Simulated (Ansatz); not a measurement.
LaNiO3 (space group R-3c)

```yaml
crystal:
  lattice:
    - [2.70469, 1.56155, 4.31438]
    - [-2.70469, 1.56155, 4.31438]
    - [0.00000, -3.12311, 4.31438]
  atoms:
    - { symbol: La, position: [0.25000, 0.25000, 0.25000] }
    - { symbol: La, position: [0.75000, 0.75000, 0.75000] }
    - { symbol: Ni, position: [0.00000, 0.00000, 0.00000] }
    - { symbol: Ni, position: [0.50000, 0.50000, 0.50000] }
    - { symbol: O, position: [0.79867, 0.25000, 0.70133] }
    - { symbol: O, position: [0.20133, 0.75000, 0.29867] }
    - { symbol: O, position: [0.70133, 0.79867, 0.25000] }
    - { symbol: O, position: [0.29867, 0.20133, 0.75000] }
    - { symbol: O, position: [0.25000, 0.70133, 0.79867] }
    - { symbol: O, position: [0.75000, 0.29867, 0.20133] }
```

Equation-of-state scan: isotropic scaling of the cell above, V₀ being its volume. The atoms relax within the cell's symmetry.

Level of theory: PBEsol (plane waves to 420 eV, PAW, scalar-relativistic; Ansatz, a first-principles code). k mesh 11×11×11 (Γ-centred), Fermi-Dirac smearing 0.05 eV. The energy includes the smearing's −TS. With the shape held, the modulus is that of even scaling; a crystal free to change shape is softer. LaNiO3 is run without spin polarisation and with no Hubbard U. LaNiO3 was relaxed with its symmetry unable to fall. The zero of ΔE is the relaxed starting cell.

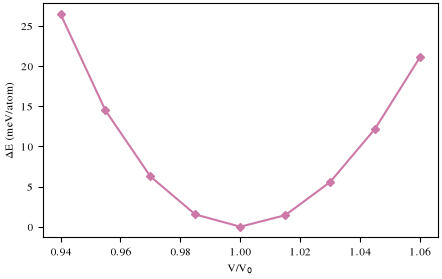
Fig. 1. ΔE (meV/atom) against V/V₀; markers are the computed points, lines only join them.

Problem. What bulk modulus at fixed cell shape B₀ follows from a third-order Birch-Murnaghan fit?

Solution. About 190 GPa.

Problem. What is ΔE at V/V₀ = 0.940?

Solution. About 26 meV/atom.

Problem. What is ΔE at V/V₀ = 1.060?

Solution. About 21 meV/atom.

(Under strain, the slope of the energy per volume gives the stress and its curvature an elastic modulus.)
